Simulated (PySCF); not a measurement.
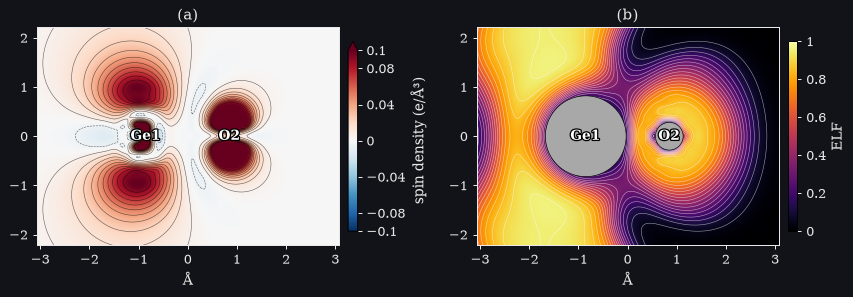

Figure 1: GeO (charge −1, doublet). (a) spin density; (b) ELF on a plane that holds the molecular axis. Grey discs cover the atomic cores in the ELF map.

All numbers below come from PySCF 2.14.0, PBE0/aug-cc-pVDZ-DK/X2C, spin-free X2C-1e, Gaussian nucleus, at a bond length of 1.698 Å.

Interpret the plot.

- Atoms in the plane: Ge and O.
- Ge–O (1.70 Å): the ELF peaks at about 0.85 in the valence shell of O, 0.6 Å from its nucleus, and is about 0.25 at the midpoint.
- The ELF also peaks beside O2, away from the bonds: non-bonding electrons, paired or unpaired.
- The unpaired spin (1 electron) lies mostly on Ge1 (about 0.8) and O2 (about 0.2), in electrons by Hirshfeld's partition.
